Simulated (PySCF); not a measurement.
**C2H8AlBO (SMILES [BH2][AlH][CH2]OC): levels of theory compared**

Wanted: a comparison of 6 runs (HF/STO-3G, HF/3-21G, B3LYP/6-31G*, PBE0/6-31G*, B3LYP/def2-TZVP) of C2H8AlBO. The job is set up through a Python script.

Program for the calculation: PySCF 2.14.0.

1 further run of the same task is left out (set aside as unsound or not needed).

## Step 1: The molecule

C2H8AlBO has 13 atoms, charge 0, and is taken as a singlet. As SMILES, `[BH2][AlH][CH2]OC`. Geometry: relaxed at PBE0-D4/def2-TZVP. This is one conformer, not always the lowest.

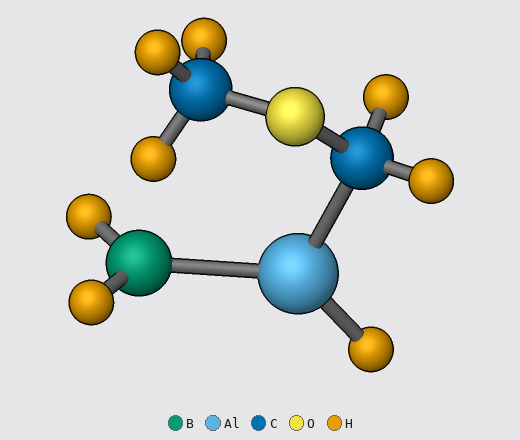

The structure, seen from a chosen angle (boron teal, aluminium blue, carbon blue, oxygen yellow, hydrogen amber).

## Step 2: Energy and gradient at HF/STO-3G (run 1)

Contents of input.py:

```python
from pyscf import gto, scf

molecule = gto.M(
    atom='''
B     -3.052475     1.736280    -0.635515
Al    -1.428633     0.462038     2.740103
C      1.957567    -1.059947     1.981945
O      2.969516    -0.191996    -0.365473
C      1.351910    -0.463172    -2.375575
H     -2.721584     3.825751    -1.463593
H     -4.401928     0.403834    -1.885569
H     -2.421495     0.385693     5.579227
H      1.823964    -3.142426     1.953410
H      3.378641    -0.605468     3.411523
H      2.337213     0.077857    -4.104107
H     -0.319364     0.878912    -2.248774
H      0.565217    -2.372929    -2.559634
''',
    basis='sto-3g',
    max_memory=1860,
    unit='bohr',
    verbose=4,
)

myscf = scf.RHF(molecule)
myscf.conv_tol = 1e-10
myscf.kernel()
if not myscf.converged:
    myscf = myscf.newton().run(myscf.mo_coeff, myscf.mo_occ)

e_final = myscf.e_tot
print('E(%s) = %.9f' % ('HF', e_final))
grad = myscf.nuc_grad_method().kernel()
dip = myscf.dip_moment()
pop, q = myscf.mulliken_pop()
```

Command:

```sh
$ OMP_NUM_THREADS=1 python input.py
```

Output:

```text
PySCF version 2.14.0

[... 69 lines left out ...]
converged SCF energy = -416.640058425349
[... 12 lines left out ...]
Dipole moment(X, Y, Z, Debye): -1.04483, -0.46469,  0.68117
[... 51 lines left out ...]
charge of   12H =      0.05683
```

Run time: 2.8 s. Hardware: 1 thread of Intel Xeon at 2.70GHz, shared host; peak memory 0.12 GiB.

## Step 3: Energy and gradient at HF/3-21G (run 2)

Contents of input.py:

```python
from pyscf import gto

system = gto.M(
    atom='''
B     -1.615300     0.918800    -0.336300
Al    -0.756000     0.244500     1.450000
C      1.035900    -0.560900     1.048800
O      1.571400    -0.101600    -0.193400
C      0.715400    -0.245100    -1.257100
H     -1.440200     2.024500    -0.774500
H     -2.329400     0.213700    -0.997800
H     -1.281400     0.204100     2.952400
H      0.965200    -1.662900     1.033700
H      1.787900    -0.320400     1.805300
H      1.236800     0.041200    -2.171800
H     -0.169000     0.465100    -1.190000
H      0.299100    -1.255700    -1.354500
''',
    basis='3-21g',
    max_memory=1860,
    spin=0,
    charge=0,
    verbose=4,
)

myscf = system.RHF()
myscf.conv_tol = 1e-10
myscf.kernel()
if not myscf.converged:
    myscf = myscf.newton().run(myscf.mo_coeff, myscf.mo_occ)

energy = myscf.e_tot
print(f'total energy: {energy:.8f} hartree')
grad = myscf.nuc_grad_method().kernel()
dip = myscf.dip_moment()
pop, q = myscf.mulliken_pop()
```

Command:

```sh
$ OMP_NUM_THREADS=1 python input.py
```

Output:

```text
PySCF version 2.14.0

[... 71 lines left out ...]
converged SCF energy = -419.438805305409
total energy: -419.43880531 hartree
[... 11 lines left out ...]
Dipole moment(X, Y, Z, Debye): -0.76888, -0.89808, -0.01189
[... 79 lines left out ...]
charge of   12H =      0.18655
```

Wall time 3.9 s (1 thread of Intel Xeon at 2.70GHz, shared host); peak memory 0.14 GiB.

Runs 3 to 5 aren't shown in full; the table further down has their settings and results.

## Step 4: Energy and gradient at B3LYP/def2-TZVP (run 6)

Contents of geometry.xyz:

```xyz
13
C2H8AlBO
B     -1.615300     0.918800    -0.336300
Al    -0.756000     0.244500     1.450000
C      1.035900    -0.560900     1.048800
O      1.571400    -0.101600    -0.193400
C      0.715400    -0.245100    -1.257100
H     -1.440200     2.024500    -0.774500
H     -2.329400     0.213700    -0.997800
H     -1.281400     0.204100     2.952400
H      0.965200    -1.662900     1.033700
H      1.787900    -0.320400     1.805300
H      1.236800     0.041200    -2.171800
H     -0.169000     0.465100    -1.190000
H      0.299100    -1.255700    -1.354500
```

Contents of input.py:

```python
# [BH2][AlH][CH2]OC
from pyscf import gto, dft

mol = gto.M(
    atom='geometry.xyz',
    basis='def2-tzvp',
    verbose=3,
    max_memory=1860,
)

mf = dft.RKS(mol)
mf.xc = 'b3lyp'
mf.grids.level = 5
mf.conv_tol = 1e-10
mf.kernel()
if not mf.converged:
    mf = mf.newton().run(mf.mo_coeff, mf.mo_occ)

e_final = mf.e_tot
print('E(%s) = %.9f' % ('B3LYP', e_final))
grad = mf.nuc_grad_method().kernel()
mf.analyze()
```

Command:

```sh
$ OMP_NUM_THREADS=1 python input.py
```

Output:

```text
converged SCF energy = -423.551942591384
[... 18 lines left out ...]
MO #9   energy= -2.66123729280212  occ= 2
[... 24 lines left out ...]
MO #34  energy= 0.111178785675008  occ= 0
[... 24 lines left out ...]
MO #59  energy= 0.437356010535315  occ= 0
[... 24 lines left out ...]
MO #84  energy= 0.876970831045393  occ= 0
[... 24 lines left out ...]
MO #109 energy= 1.63542904245996   occ= 0
[... 24 lines left out ...]
MO #134 energy= 2.16990217134827   occ= 0
[... 24 lines left out ...]
MO #159 energy= 2.94320709542602   occ= 0
[... 24 lines left out ...]
MO #184 energy= 4.21732490252906   occ= 0
[... 24 lines left out ...]
MO #209 energy= 43.944670623521    occ= 0
[... 14 lines left out ...]
Dipole moment(X, Y, Z, Debye):  0.16592, -0.87857, -0.19587
```

Run time: 6.7 min. Hardware: 1 thread of Intel Xeon at 2.70GHz, shared host; peak memory 1.8 GiB.

## Step 5: The series

| run | level | integration grid | Cartesian functions | energy (Eh) | dipole moment (D) | HOMO energy (eV) | LUMO energy (eV) | wall time |
| --- | --- | --- | --- | --- | --- | --- | --- | --- |
| 1 | HF/STO-3G | – | no | -416.640058 | 1.33 | -7.04 | 7.04 | 2.8 s |
| 2 | HF/3-21G | – | no | -419.438805 | 1.18 | -9.45 | 1.49 | 3.9 s |
| 3 | B3LYP/6-31G* (spherical functions) | 5 | no | -423.446734 | 1.01 | -6.25 | -1.43 | 58 s |
| 4 | PBE0/6-31G* (spherical functions) | 5 | no | -423.083619 | 1.06 | -6.49 | -1.33 | 86 s |
| 5 | B3LYP/6-31G* (Cartesian functions) | 5 | yes | -423.451361 | 1.01 | -6.25 | -1.43 | 62 s |
| 6 | B3LYP/def2-TZVP | 5 | no | -423.551943 | 0.92 | -6.49 | -1.75 | 6.7 min |

## Step 6: Summary of results

```
                       quantity          value
            run 6: total energy  -423.55194 Eh
           run 6: dipole moment         0.92 D
             run 6: HOMO energy       -6.49 eV
             run 6: LUMO energy       -1.75 eV
           run 6: HOMO–LUMO gap        4.73 eV
run 6: largest force on an atom     0.453 eV/Å
```

In words: The dipole moment (its size) runs from 0.92 D (B3LYP/def2-TZVP) to 1.33 D (HF/STO-3G). The two ends differ in method and basis. The HOMO–LUMO gap runs from 4.73 eV (B3LYP/def2-TZVP) to 14.08 eV (HF/STO-3G). Totals of different functionals can't be ranked against each other. In run 1 the basis is minimal, so the values are rough. All runs together took 10 min, the longest 6.7 min.
